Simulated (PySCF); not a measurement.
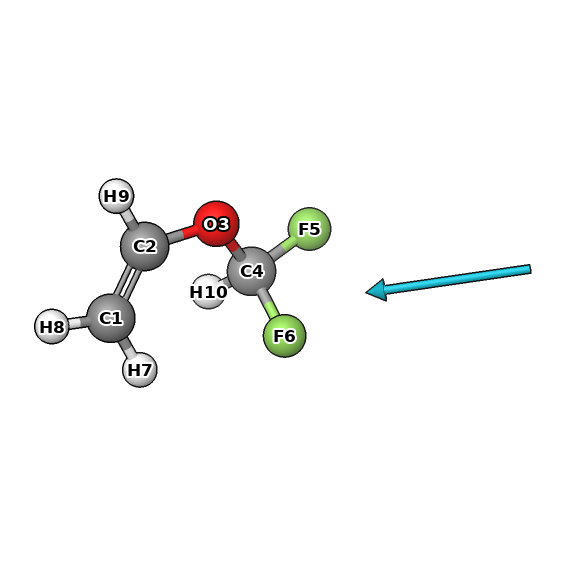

The arrow beside the molecule shows the direction of the dipole moment, from the negative to the positive end (its length means nothing). The computed structure is the end point of a PBE0-D3(BJ)/def2-SVP optimisation. No frequency run is at hand to confirm it as a minimum. Level of theory: PBE0/pcSseg-1, gas phase (PySCF 2.14.0).

**How large is the dipole moment?**

2.26 D; it points from the side of F5 to the side of H8 (the outermost atoms at the two ends).
